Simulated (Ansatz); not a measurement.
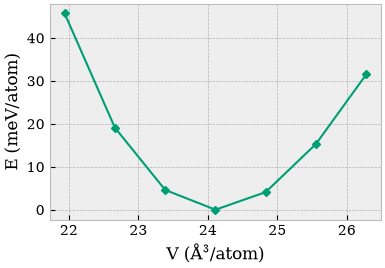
Figure. In3S4 in space group Fd-3m (No. 227; In on 8a, In on 16d, S on 32e) under volume change, r²SCAN (plane waves, PAW; program Ansatz), shape and atoms relaxed at each volume.

**Question.** What does a third-order Birch–Murnaghan fit give for V₀, B₀ and B′?

**Answer.** V₀ = 24.10 Å³/atom, B₀ = 61.4 GPa, B′ = 5.5.

The workflow started from an entry of the Crystallography Open Database (COD). Whether it is the stable phase at ambient conditions was not checked. The r²SCAN relaxation kept the symmetry of its start; its stability against distortions is not shown here.

Potentials: the later of the program's two PAW sets.
